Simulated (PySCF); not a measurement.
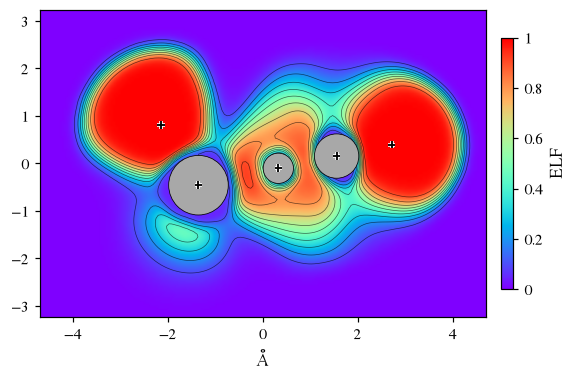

The electron localisation function on a plane through atoms (crosses mark nuclei in the plane; grey discs cover the cores).

Level of theory: Gaussian-basis quantum chemistry of an isolated molecule with PySCF, energy and nuclear gradient, functional PBE0 (PySCF).

Candidates:
A. ClHOSi (SMILES O[Si]Cl)
B. BH₄NSi (SMILES B=N[SiH3])
C. CH₅SeSi (SMILES C[SiH]=[SeH+]) (charge +1)

> Which candidate gave the map?

Candidate B: BH₄NSi on the plane of atoms N2, Si3 and H6, which holds B, N, Si and H. B–N (1.25 Å): the ELF peaks at about 0.85 between the atoms, as expected for a short, strongly polar bond. Si–N (1.72 Å): the ELF peaks at about 0.90 between the atoms; a polar covalent bond.
